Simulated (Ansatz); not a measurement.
# BPH6 (SMILES [BH3-][PH3+]): B3LYP/def2-SVPD

Aim: the energy change on altering one bond length of BPH6 at B3LYP/def2-SVPD, from 2 runs. 

The calculation is run with Ansatz 0.2.0.

48 further runs of the same task are left out: 48 set aside as unsound or not needed.

### 1 Starting point

The species is BPH6 (8 atoms), meant as a singlet with charge 0. As SMILES, `[BH3-][PH3+]`. Geometry: relaxed at PBE0-D4/def2-TZVP.

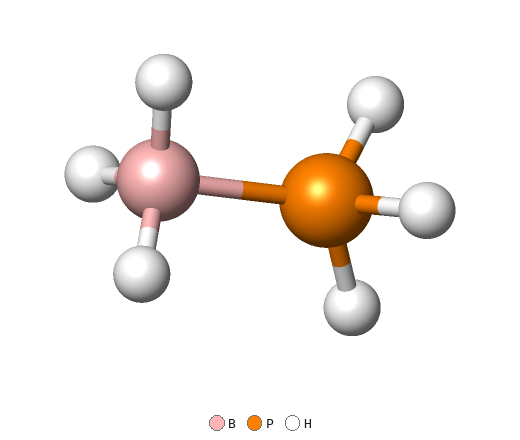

The structure, seen from a chosen angle (boron pink, phosphorus orange, hydrogen white).

### 2 A single-point energy at B3LYP/def2-SVPD

in.yaml reads:

```yaml
crystal:
  periodic: [false, false, false]
  atoms:
    - {symbol: B, position_ang: [-0.556100, 0.227200, -0.914000]}
    - {symbol: P, position_ang: [0.433900, -0.181600, 0.667700]}
    - {symbol: H, position_ang: [-1.693400, 0.343100, -0.520100]}
    - {symbol: H, position_ang: [-0.367800, -0.730200, -1.628000]}
    - {symbol: H, position_ang: [-0.055500, 1.254200, -1.309900]}
    - {symbol: H, position_ang: [0.418800, 0.755700, 1.718800]}
    - {symbol: H, position_ang: [1.823100, -0.380300, 0.547100]}
    - {symbol: H, position_ang: [0.089200, -1.345200, 1.382600]}
basis:
  gaussian:
    orbitals: def2-SVPD
magnetization:
  spin_polarized: false
  initial_magnetization: 0
hamiltonian:
  xc: {name: B3LYP}
accuracy: high
output: {orbitals: {seedname: orbitals}}
```

The run is started by

```console
ansatz run in.yaml --threads 1 --pin off --max-ram 3480MiB --events-out events.jsonl --progress --plain --runs-dir runs
```

Standard output:

```text
Warning: RAYON_NUM_THREADS=1 ignored (pool sized by the plan → 1); use --threads N
Functional definition: B3LYP
  name "B3LYP"
  parameter a0 = 0.2
  parameter ax = 0.72
  parameter ac = 0.81
  exchange = (1 - a0 - ax)*slater_x + ax*b88_x + a0*exact_x
  correlation = (1 - ac)*vwn_rpa_c + ac*lyp_c
1856 factors; integrals over basis functions are off by at most 3.6e-9 eV
mean field evaluation 1: about -10056.2085 eV, gradient 3.1e1 eV
mean field evaluation 2: about -10055.3084 eV, gradient 3.4e1 eV
mean field evaluation 4: about -10059.6962 eV, gradient 5.2e-1 eV
mean field evaluation 8: about -10059.6958 eV, gradient 5.1e-3 eV
mean field evaluation 16: about -10059.6958 eV, gradient 1.4e-7 eV
mean field -10059.69576056 eV, -369.6870004938 hartree, gradient 2.1e-8 eV, S^2 0.000000; 0 other end points of the search recorded, 0 dependent functions left out
reference -10059.69580439 eV, -369.6870021046 hartree; 13, 13 occupied and 79, 79 virtual orbitals, 1856 factors
Total energy: -10059.69580439 eV, -369.6870021046 hartree
```

Wall time 6.9 s (1 thread of Intel Xeon Platinum 8259CL at 2.50GHz (Skylake/Cascade Lake), shared host); peak memory 0.26 GiB.

### 3 The distorted shape at the same level

job.yaml reads:

```yaml
basis:
  gaussian: {orbitals: def2-SVPD}
crystal:
  periodic: [false, false, false]
  atoms:
    - symbol: B
      position_ang: [-0.706277, -0.080894, -0.795232]
    - symbol: P
      position_ang: [0.283723, -0.489694, 0.786468]
    - symbol: H
      position_ang: [-1.843577, 0.035006, -0.401332]
    - symbol: H
      position_ang: [-0.517977, -1.038294, -1.509232]
    - symbol: H
      position_ang: [-0.055500, 1.254200, -1.309900]
    - symbol: H
      position_ang: [0.268623, 0.447606, 1.837568]
    - symbol: H
      position_ang: [1.672923, -0.688394, 0.665868]
    - symbol: H
      position_ang: [-0.060977, -1.653294, 1.501368]
hamiltonian: {xc: {name: B3LYP}}
accuracy: high
output: {orbitals: {seedname: orbitals}}
```

The run is started by

```console
ansatz run job.yaml --threads 1 --pin off --max-ram 3480MiB --events-out events.jsonl --progress --plain --runs-dir runs
```

Standard output, shortened:

```text
Warning: RAYON_NUM_THREADS=1 ignored (pool sized by the plan → 1); use --threads N
[... 7 set-up lines as earlier in the session ...]
1872 factors; integrals over basis functions are off by at most 3.5e-9 eV
mean field evaluation 1: about -10056.1212 eV, gradient 2.8e1 eV
mean field evaluation 2: about -10055.3231 eV, gradient 3.0e1 eV
mean field evaluation 4: about -10058.9151 eV, gradient 6.2e-1 eV
mean field evaluation 8: about -10058.9158 eV, gradient 3.5e-3 eV
mean field evaluation 16: about -10058.9158 eV, gradient 7.0e-8 eV
mean field -10058.91581653 eV, -369.6583380794 hartree, gradient 1.4e-8 eV, S^2 0.000000; 0 other end points of the search recorded, 0 dependent functions left out
reference -10058.91586173 eV, -369.6583397405 hartree; 13, 13 occupied and 79, 79 virtual orbitals, 1872 factors
Total energy: -10058.91586173 eV, -369.6583397405 hartree
```

Wall time 7.5 s (1 thread of Intel Xeon Platinum 8259CL at 2.50GHz (Skylake/Cascade Lake), shared host); peak memory 0.27 GiB.

### 4 What came out

At B3LYP/def2-SVPD:

| quantity | value |
| --- | --- |
| first shape: total energy | -369.68700 Eh |
| first shape: HOMO energy | -8.39 eV |
| first shape: LUMO energy | -0.20 eV |
| first shape: HOMO–LUMO gap | 8.19 eV |
| distorted shape: total energy | -369.65834 Eh |
| distorted shape: HOMO energy | -7.54 eV |
| distorted shape: LUMO energy | -0.25 eV |
| distorted shape: HOMO–LUMO gap | 7.29 eV |
| energy change with the B1–H5 bond stretched from 1.209 to 1.572 Å | 0.780 eV |

**Reading.** With the B1–H5 bond stretched from 1.209 to 1.572 Å the energy rises by 0.78 eV (18.0 kcal/mol). The first shape isn't relaxed at this level, so the change isn't measured from a minimum.
